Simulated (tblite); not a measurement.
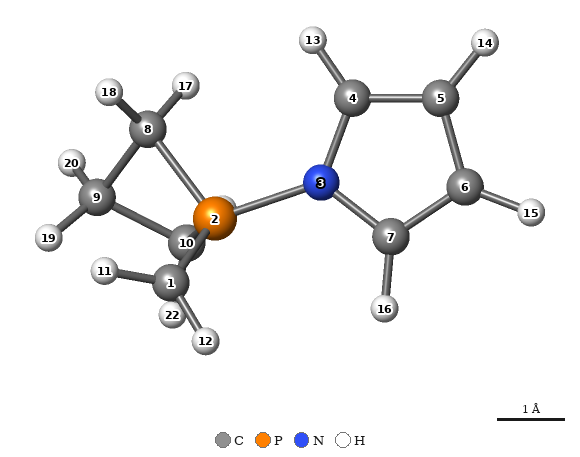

This is the input geometry for a relaxation of C$_{8}$H$_{12}$NP. A ball-and-stick model, seen at a tilt.

Computed with GFN2-xTB geometry optimisation, gas phase (tblite).

```xyz
22

C    -0.8652   -1.4039    1.5597
P    -0.5637   -0.3945    0.3325
N     1.1042    0.0334    0.1540
C     1.6590    1.2674    0.1079
C     3.0108    1.1697   -0.0457
C     3.2985   -0.1837   -0.1312
C     2.1153   -0.8524   -0.0050
C    -1.6287    1.0418    0.1608
C    -2.7134    0.1256   -0.4097
C    -1.5775   -0.6137   -1.1081
H    -1.6360   -1.2058    2.3062
H    -0.3157   -2.3338    1.6660
H     1.1125    2.1760    0.2201
H     3.7408    1.9595   -0.1224
H     4.2876   -0.6379   -0.2621
H     1.9541   -1.9247   -0.0007
H    -1.2936    1.7157   -0.6623
H    -1.8762    1.5730    1.0724
H    -3.2467   -0.4824    0.3248
H    -3.3461    0.7280   -1.0929
H    -1.3168   -0.0766   -2.0268
H    -1.9136   -1.6614   -1.2407
```

> Where does the relaxation end?

Over 188 geometry steps the energy falls by 35.7 kcal/mol. H20 moves most after the best rigid fit: 2.23 Å. By element the largest moves are H 2.23 Å, C 1.13 Å, P 0.43 Å, N 0.25 Å. Near-neighbour distances that change, for instance: P2–C10 1.775 → 1.915 Å, C1–P2 1.617 → 1.695 Å, P2–C8 1.796 → 1.848 Å, P2–N3 1.731 → 1.691 Å. Among the angles between lasting bonds that change: C1–P2–C10 115.6° → 142.1°, N3–P2–C10 119.8° → 102.4°, C8–C9–C10 86.2° → 97.9°. Groups turn about P2–N3 by about 70°, C8–C9 by about 65°, C9–C10 by about 60°.

History of the run:

| step | E − E(0), kcal/mol |
| --- | --- |
| 0 | 0.00 |
| 1 | -9.80 |
| 2 | -13.25 |
| 3 | -16.55 |
| 4 | -17.78 |
| 5 | -18.88 |
| 6 | -19.73 |
| 7 | -20.34 |
| 8 | -20.91 |
| 9 | -21.58 |
| 10 | -22.54 |
| 19 | -28.55 |
| 29 | -30.57 |
| 38 | -31.14 |
| 47 | -31.56 |
| 57 | -31.91 |
| 66 | -32.13 |
| 76 | -32.43 |
| 85 | -32.64 |
| 94 | -32.90 |
| 104 | -33.56 |
| 113 | -34.43 |
| 122 | -35.17 |
| 132 | -35.41 |
| 141 | -35.51 |
| 151 | -35.53 |
| 160 | -35.57 |
| 169 | -35.58 |
| 179 | -35.64 |
| 188 | -35.66 |

Final geometry:

```xyz
22

C    -0.5506   -0.7278    2.4095
P    -0.6708   -0.4614    0.7397
N     0.8693   -0.0526    0.1743
C     1.6378    0.8763    0.8302
C     2.8357    0.9820    0.1921
C     2.8115    0.0746   -0.8932
C     1.5976   -0.5430   -0.8786
C    -1.7849    0.9191    0.2221
C    -1.9539    0.3054   -1.1816
C    -1.5248   -1.1281   -0.8393
H    -1.5185   -0.9233    2.8588
H     0.1903   -1.4780    2.6664
H     1.2517    1.3760    1.6978
H     3.6470    1.6311    0.4578
H     3.6030   -0.0964   -1.5968
H     1.2093   -1.3032   -1.5272
H    -1.3668    1.9245    0.2630
H    -2.7078    0.9028    0.8027
H    -2.9615    0.3870   -1.5881
H    -1.2571    0.7596   -1.8863
H    -0.9890   -1.6755   -1.6099
H    -2.3779   -1.7299   -0.5169
```

After the run, drawn alike:

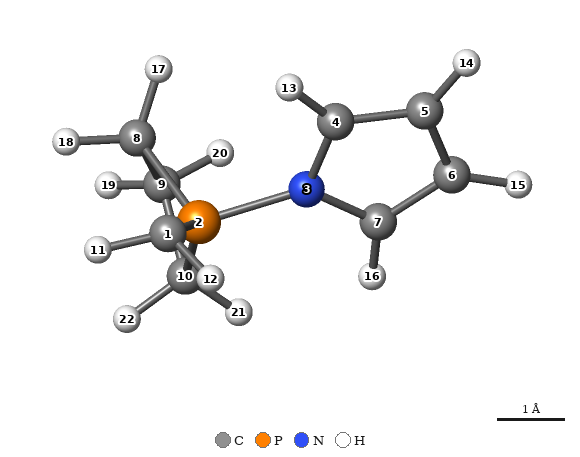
